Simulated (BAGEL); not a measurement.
**One shape, several levels: CH4F2OSi (SMILES C[Si](O)(F)F)**

Wanted: a comparison of 4 runs (B3LYP/6-31G*, B3LYP/cc-pVDZ, PBE0/cc-pVDZ, RI-MP2/cc-pVDZ) of CH4F2OSi. 

Program for the calculation: BAGEL 1.2.2.

## Step 1: The molecule

The species is CH4F2OSi (9 atoms), meant as a singlet with charge 0. SMILES: `C[Si](O)(F)F`. Geometry: relaxed at PBE0-D4/def2-TZVP. This is one conformer, not always the lowest.

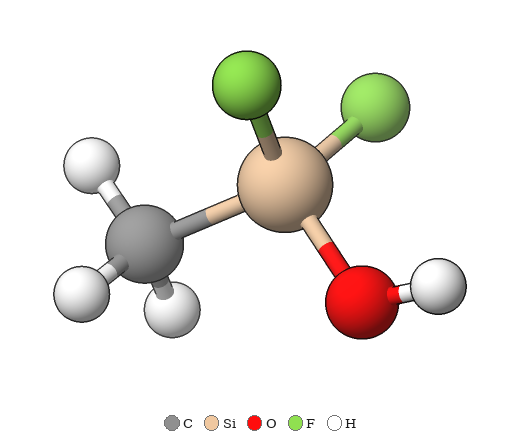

The structure, seen from a chosen angle (carbon grey, silicon light orange, oxygen red, fluorine green, hydrogen white).

## Step 2: The energy at B3LYP/6-31G(d) (density fitting with qzvpp-jkfit, spherical functions) (run 1)

File input.json:

```json
{ "bagel" : [

{
  "title" : "molecule",
  "basis" : "6-31gs.json",
  "df_basis" : "qzvpp-jkfit",
  "angstrom" : "true",
  "geometry" : [
    { "atom" : "C", "xyz" : [   -1.189400,    0.338900,   -0.162200 ] },
    { "atom" : "Si", "xyz" : [    0.580100,   -0.130700,   -0.192500 ] },
    { "atom" : "O", "xyz" : [    1.083400,   -0.479900,    1.308000 ] },
    { "atom" : "F", "xyz" : [    0.827400,   -1.374000,   -1.151900 ] },
    { "atom" : "F", "xyz" : [    1.471900,    1.032700,   -0.807900 ] },
    { "atom" : "H", "xyz" : [   -1.795500,   -0.480100,    0.229600 ] },
    { "atom" : "H", "xyz" : [   -1.342100,    1.213300,    0.473300 ] },
    { "atom" : "H", "xyz" : [   -1.540100,    0.577500,   -1.168100 ] },
    { "atom" : "H", "xyz" : [    1.992700,   -0.743900,    1.454700 ] }
  ]
},
{
  "title" : "ks",
  "xc_func" : "b3lyp"
},
{
  "title" : "print",
  "file" : "orbitals.molden",
  "orbitals" : "true"
}

]}
```

The basis set 6-31G* is read from a file made from the Basis Set Exchange's data (not shown).

Command:

```sh
$ BAGEL_NUM_THREADS=1 BAGEL input.json > input.out
```

Log:

```text
* using 1 threads per process

  ===============================================================
  ===============================================================

  *** Geometry ***

  { "atom" : "C", "xyz" : [     -2.247640,      0.640428,     -0.306514 ] },
  { "atom" : "Si", "xyz" : [      1.096230,     -0.246987,     -0.363772 ] },
  { "atom" : "O", "xyz" : [      2.047329,     -0.906880,      2.471762 ] },
  { "atom" : "F", "xyz" : [      1.563559,     -2.596484,     -2.176776 ] },
  { "atom" : "F", "xyz" : [      2.781488,      1.951520,     -1.526710 ] },
  { "atom" : "H", "xyz" : [     -3.393003,     -0.907258,      0.433881 ] },
  { "atom" : "H", "xyz" : [     -2.536201,      2.292805,      0.894407 ] },
  { "atom" : "H", "xyz" : [     -2.910367,      1.091317,     -2.207389 ] },
  { "atom" : "H", "xyz" : [      3.765657,     -1.405767,      2.748985 ] },

  Number of auxiliary basis functions:      506

  Since a DF basis is specified, we compute 2- and 3-index integrals:
    o Being stored without compression. Storage requirement is 0.027 GB

  Number of basis functions:       82
  Number of electrons      :       50

    * METHOD: MOLECULE                             0.22

  *** Kohn-Sham DFT ***

    * Removing 17251 points whose weight is below 1.00e-10
    * Grid points: 116903

  === Nuclear Repulsion ===
   263.4891565526

       - DIIS with orbital gradients will be used.

  === KS iteration (b3lyp / 6-31gs.json) ===
      0       -564.29428755          0.12548254           0.34
      1       -464.76378947          0.23406006           0.32
      2       -524.32043775          0.14554330           0.31
      3       -571.99160185          0.18193530           0.31
      4       -603.20297260          0.06298200           0.31
      5       -588.33277187          0.14361682           0.32
      6       -602.84252436          0.06891799           0.31
      7       -592.13242255          0.12531211           0.31
      8       -604.62527767          0.03007100           0.31
      9       -605.07634844          0.00672201           0.32
     10       -605.09169340          0.00323877           0.31
     11       -605.09594580          0.00065242           0.31
     12       -605.09615823          0.00010113           0.32
     13       -605.09616236          0.00004028           0.31
     14       -605.09616308          0.00000506           0.32
     15       -605.09616309          0.00000119           0.31
     16       -605.09616309          0.00000041           0.31
     17       -605.09616309          0.00000020           0.31
     18       -605.09616309          0.00000003           0.31
     19       -605.09616309          0.00000001           0.31
     20       -605.09616309          0.00000001           0.32
    * SCF iteration converged.

    * Permanent dipole moment:
           (    0.116132,     0.019408,    -0.354560) a.u.

    * METHOD: KS                                   7.14

    * METHOD: PRINT                                0.01

  ===============================================================
```

Wall time 7.5 s (1 thread of Arm Neoverse V2, shared host); peak memory 0.47 GiB.

## Step 3: A single-point energy at B3LYP/cc-pVDZ (density fitting with qzvpp-jkfit) (run 2)

File job.json:

```json
{ "bagel" : [

{
  "title" : "molecule",
  "basis" : "cc-pvdz.json",
  "df_basis" : "qzvpp-jkfit",
  "angstrom" : true,
  "geometry" : [
    { "atom" : "C", "xyz" : [      -1.189400,       0.338900,      -0.162200 ] },
    { "atom" : "Si", "xyz" : [       0.580100,      -0.130700,      -0.192500 ] },
    { "atom" : "O", "xyz" : [       1.083400,      -0.479900,       1.308000 ] },
    { "atom" : "F", "xyz" : [       0.827400,      -1.374000,      -1.151900 ] },
    { "atom" : "F", "xyz" : [       1.471900,       1.032700,      -0.807900 ] },
    { "atom" : "H", "xyz" : [      -1.795500,      -0.480100,       0.229600 ] },
    { "atom" : "H", "xyz" : [      -1.342100,       1.213300,       0.473300 ] },
    { "atom" : "H", "xyz" : [      -1.540100,       0.577500,      -1.168100 ] },
    { "atom" : "H", "xyz" : [       1.992700,      -0.743900,       1.454700 ] }
  ]
},

{
  "title" : "ks",
  "xc_func" : "b3lyp"
},

{
  "title" : "print",
  "file" : "orbitals.molden",
  "orbitals" : true
}

]}
```

The basis set cc-pVDZ is read from a file made from the Basis Set Exchange's data (not shown).

Command:

```sh
$ BAGEL_NUM_THREADS=1 BAGEL job.json > job.out
```

Log:

```text
* using 1 threads per process

  ===============================================================
  ===============================================================

  *** Geometry ***

  { "atom" : "C", "xyz" : [     -2.247640,      0.640428,     -0.306514 ] },
  { "atom" : "Si", "xyz" : [      1.096230,     -0.246987,     -0.363772 ] },
  { "atom" : "O", "xyz" : [      2.047329,     -0.906880,      2.471762 ] },
  { "atom" : "F", "xyz" : [      1.563559,     -2.596484,     -2.176776 ] },
  { "atom" : "F", "xyz" : [      2.781488,      1.951520,     -1.526710 ] },
  { "atom" : "H", "xyz" : [     -3.393003,     -0.907258,      0.433881 ] },
  { "atom" : "H", "xyz" : [     -2.536201,      2.292805,      0.894407 ] },
  { "atom" : "H", "xyz" : [     -2.910367,      1.091317,     -2.207389 ] },
  { "atom" : "H", "xyz" : [      3.765657,     -1.405767,      2.748985 ] },

  Number of auxiliary basis functions:      506

  Since a DF basis is specified, we compute 2- and 3-index integrals:
    o Being stored without compression. Storage requirement is 0.036 GB

  Number of basis functions:       94
  Number of electrons      :       50

    * METHOD: MOLECULE                             0.23

  *** Kohn-Sham DFT ***

    * Removing 17251 points whose weight is below 1.00e-10
    * Grid points: 116903

  === Nuclear Repulsion ===
   263.4891565526

       - DIIS with orbital gradients will be used.

  === KS iteration (b3lyp / cc-pvdz.json) ===
      0       -565.96009253          0.09931135           0.39
      1       -452.46431957          0.17938907           0.38
      2       -527.17167427          0.12043446           0.38
      3       -591.48130893          0.11588792           0.38
      4       -598.83640943          0.08090262           0.38
      5       -596.43281813          0.07240224           0.38
      6       -604.76927778          0.02265029           0.38
      7       -604.98797440          0.01217878           0.38
      8       -605.07610813          0.00632678           0.38
      9       -605.11353762          0.00175085           0.38
     10       -605.11592092          0.00038372           0.38
     11       -605.11604663          0.00010805           0.38
     12       -605.11605462          0.00005043           0.38
     13       -605.11605619          0.00001964           0.38
     14       -605.11605642          0.00000586           0.38
     15       -605.11605644          0.00000059           0.38
     16       -605.11605644          0.00000018           0.37
     17       -605.11605644          0.00000003           0.38
     18       -605.11605644          0.00000001           0.38
     19       -605.11605644          0.00000000           0.38
    * SCF iteration converged.

    * Permanent dipole moment:
           (    0.185827,     0.009396,    -0.414912) a.u.

    * METHOD: KS                                   8.20

    * METHOD: PRINT                                0.02

  ===============================================================
```

It took 8.7 s on 1 thread of Arm Neoverse V2, shared host; peak memory 0.52 GiB.

## Step 4: The energy at PBE0/cc-pVDZ (density fitting with qzvpp-jkfit) (run 3)

File dft.json:

```json
{ "bagel" : [

{
  "title" : "molecule",
  "basis" : "cc-pvdz.json",
  "df_basis" : "qzvpp-jkfit",
  "angstrom" : true,
  "geometry" : [
    { "atom" : "C", "xyz" : [   -1.189400,    0.338900,   -0.162200 ] },
    { "atom" : "Si", "xyz" : [    0.580100,   -0.130700,   -0.192500 ] },
    { "atom" : "O", "xyz" : [    1.083400,   -0.479900,    1.308000 ] },
    { "atom" : "F", "xyz" : [    0.827400,   -1.374000,   -1.151900 ] },
    { "atom" : "F", "xyz" : [    1.471900,    1.032700,   -0.807900 ] },
    { "atom" : "H", "xyz" : [   -1.795500,   -0.480100,    0.229600 ] },
    { "atom" : "H", "xyz" : [   -1.342100,    1.213300,    0.473300 ] },
    { "atom" : "H", "xyz" : [   -1.540100,    0.577500,   -1.168100 ] },
    { "atom" : "H", "xyz" : [    1.992700,   -0.743900,    1.454700 ] }
  ]
},
{
  "title" : "ks",
  "xc_func" : "pbe0"
},
{
  "title" : "print",
  "file" : "orbitals.molden",
  "orbitals" : true
}

]}
```

The basis set cc-pVDZ is read from a file made from the Basis Set Exchange's data (not shown).

Command:

```sh
$ BAGEL_NUM_THREADS=1 BAGEL dft.json > dft.out
```

Log:

```text
* using 1 threads per process

  ===============================================================
  ===============================================================

  *** Geometry ***

  { "atom" : "C", "xyz" : [     -2.247640,      0.640428,     -0.306514 ] },
  { "atom" : "Si", "xyz" : [      1.096230,     -0.246987,     -0.363772 ] },
  { "atom" : "O", "xyz" : [      2.047329,     -0.906880,      2.471762 ] },
  { "atom" : "F", "xyz" : [      1.563559,     -2.596484,     -2.176776 ] },
  { "atom" : "F", "xyz" : [      2.781488,      1.951520,     -1.526710 ] },
  { "atom" : "H", "xyz" : [     -3.393003,     -0.907258,      0.433881 ] },
  { "atom" : "H", "xyz" : [     -2.536201,      2.292805,      0.894407 ] },
  { "atom" : "H", "xyz" : [     -2.910367,      1.091317,     -2.207389 ] },
  { "atom" : "H", "xyz" : [      3.765657,     -1.405767,      2.748985 ] },

  Number of auxiliary basis functions:      506

  Since a DF basis is specified, we compute 2- and 3-index integrals:
    o Being stored without compression. Storage requirement is 0.036 GB

  Number of basis functions:       94
  Number of electrons      :       50

    * METHOD: MOLECULE                             0.23

  *** Kohn-Sham DFT ***

    * Removing 17251 points whose weight is below 1.00e-10
    * Grid points: 116903

  === Nuclear Repulsion ===
   263.4891565526

       - DIIS with orbital gradients will be used.

  === KS iteration (pbe0 / cc-pvdz.json) ===
      0       -565.56960086          0.09910495           0.38
      1       -453.15817378          0.18122005           0.37
      2       -527.27174146          0.11680183           0.37
      3       -588.38868002          0.12190902           0.37
      4       -598.97328657          0.07690525           0.36
      5       -595.52804029          0.07642376           0.37
      6       -604.22115759          0.02502783           0.38
      7       -604.43135274          0.01658699           0.37
      8       -604.60625383          0.00720276           0.37
      9       -604.65429042          0.00280930           0.37
     10       -604.66061678          0.00065137           0.38
     11       -604.66097520          0.00016742           0.38
     12       -604.66099167          0.00009993           0.37
     13       -604.66099827          0.00002186           0.38
     14       -604.66099855          0.00000569           0.38
     15       -604.66099857          0.00000235           0.37
     16       -604.66099858          0.00000076           0.37
     17       -604.66099858          0.00000017           0.38
     18       -604.66099858          0.00000004           0.38
     19       -604.66099858          0.00000001           0.37
     20       -604.66099858          0.00000000           0.38
    * SCF iteration converged.

    * Permanent dipole moment:
           (    0.201322,     0.006053,    -0.420608) a.u.

    * METHOD: KS                                   8.45

    * METHOD: PRINT                                0.02

  ===============================================================
```

Run time: 9 s. Hardware: 1 thread of Arm Neoverse V2, shared host; peak memory 0.52 GiB.

## Step 5: A single-point energy at RI-MP2/cc-pVDZ (density fitting with qzvpp-jkfit) (run 4)

File job.json:

```json
{ "bagel": [

{
  "title": "molecule",
  "basis": "cc-pvdz.json",
  "df_basis": "qzvpp-jkfit",
  "angstrom": true,
  "geometry": [
    { "atom": "C", "xyz": [   -1.189400,    0.338900,   -0.162200 ] },
    { "atom": "Si", "xyz": [    0.580100,   -0.130700,   -0.192500 ] },
    { "atom": "O", "xyz": [    1.083400,   -0.479900,    1.308000 ] },
    { "atom": "F", "xyz": [    0.827400,   -1.374000,   -1.151900 ] },
    { "atom": "F", "xyz": [    1.471900,    1.032700,   -0.807900 ] },
    { "atom": "H", "xyz": [   -1.795500,   -0.480100,    0.229600 ] },
    { "atom": "H", "xyz": [   -1.342100,    1.213300,    0.473300 ] },
    { "atom": "H", "xyz": [   -1.540100,    0.577500,   -1.168100 ] },
    { "atom": "H", "xyz": [    1.992700,   -0.743900,    1.454700 ] }
  ]
},
{ "title": "hf" },
{ "title": "mp2", "ncore": 9 }

]}
```

The basis set cc-pVDZ is read from a file made from the Basis Set Exchange's data (not shown).

Command:

```sh
$ BAGEL_NUM_THREADS=1 BAGEL job.json > job.out
```

Log:

```text
* using 1 threads per process

  ===============================================================
  ===============================================================

  *** Geometry ***

  { "atom" : "C", "xyz" : [     -2.247640,      0.640428,     -0.306514 ] },
  { "atom" : "Si", "xyz" : [      1.096230,     -0.246987,     -0.363772 ] },
  { "atom" : "O", "xyz" : [      2.047329,     -0.906880,      2.471762 ] },
  { "atom" : "F", "xyz" : [      1.563559,     -2.596484,     -2.176776 ] },
  { "atom" : "F", "xyz" : [      2.781488,      1.951520,     -1.526710 ] },
  { "atom" : "H", "xyz" : [     -3.393003,     -0.907258,      0.433881 ] },
  { "atom" : "H", "xyz" : [     -2.536201,      2.292805,      0.894407 ] },
  { "atom" : "H", "xyz" : [     -2.910367,      1.091317,     -2.207389 ] },
  { "atom" : "H", "xyz" : [      3.765657,     -1.405767,      2.748985 ] },

  Number of auxiliary basis functions:      506

  Since a DF basis is specified, we compute 2- and 3-index integrals:
    o Being stored without compression. Storage requirement is 0.036 GB

  Number of basis functions:       94
  Number of electrons      :       50

    * METHOD: MOLECULE                             0.23

  *** RHF ***

  === Nuclear Repulsion ===
   263.4891565526

      * DIIS with orbital gradients will be used.

  === RHF iteration (cc-pvdz.json) ===
      0       -602.73303416          0.01708055           0.07
      1       -602.96994366          0.01011421           0.07
      2       -603.06830862          0.00125057           0.07
      3       -603.06972358          0.00042046           0.07
      4       -603.06985507          0.00006574           0.07
      5       -603.06985953          0.00001619           0.07
      6       -603.06985983          0.00000706           0.07
      7       -603.06985988          0.00000166           0.07
      8       -603.06985989          0.00000045           0.07
      9       -603.06985989          0.00000012           0.07
     10       -603.06985989          0.00000004           0.07
     11       -603.06985989          0.00000001           0.07
     12       -603.06985989          0.00000000           0.07
    * SCF iteration converged.

    * Permanent dipole moment:
           (    0.220676,     0.004420,    -0.445537) a.u.

    * METHOD: HF                                   1.06

  *** RHF ***

  === Nuclear Repulsion ===
   263.4891565526

      * DIIS with orbital gradients will be used.

  === RHF iteration (cc-pvdz.json) ===
      0       -603.06985989          0.00000000           0.07
    * SCF iteration converged.

    * Permanent dipole moment:
           (    0.220676,     0.004420,    -0.445537) a.u.

  === DF-MP2 calculation ===

    * freezing 9 orbitals
    * 3-index integral transformation done
    * assembly done

      MP2 correlation energy:   -0.7953985905      0.05

      MP2 total energy:       -603.8652584794

    * METHOD: MP2                                  0.21

  ===============================================================
```

Wall time 1.6 s (1 thread of Arm Neoverse V2, shared host).

## Step 6: The series

| run | level | frozen core orbitals | energy (Eh) | dipole moment (D) | HOMO energy (eV) | LUMO energy (eV) | wall time |
| --- | --- | --- | --- | --- | --- | --- | --- |
| 1 | B3LYP/6-31G* (density fitting with qzvpp-jkfit, spherical functions) | – | -605.096163 | 0.95 | -9.32 | 1.16 | 7.5 s |
| 2 | B3LYP/cc-pVDZ (density fitting with qzvpp-jkfit) | – | -605.116056 | 1.16 | -9.36 | 0.94 | 8.7 s |
| 3 | PBE0/cc-pVDZ (density fitting with qzvpp-jkfit) | – | -604.660999 | 1.19 | -9.73 | 1.33 | 9 s |
| 4 | RI-MP2/cc-pVDZ (density fitting with qzvpp-jkfit) | 9 | -603.865258 | – | – | – | 1.6 s |

## Step 7: Summary of results

| quantity | value |
| --- | --- |
| run 4: total energy | -603.86526 Eh |
| run 4: correlation energy (9 core orbitals frozen) | -795.4 mEh |

What this shows: Over runs 1, 2, 3 the dipole moment (its size) runs from 0.95 D (B3LYP/6-31G*) to 1.19 D (PBE0/cc-pVDZ). The two ends differ in method and basis. Over runs 1, 2, 3 the HOMO–LUMO gap runs from 10.29 eV (B3LYP/cc-pVDZ) to 11.06 eV (PBE0/cc-pVDZ). Totals of different functionals can't be ranked against each other. All runs together took 27 s, the longest 9 s.
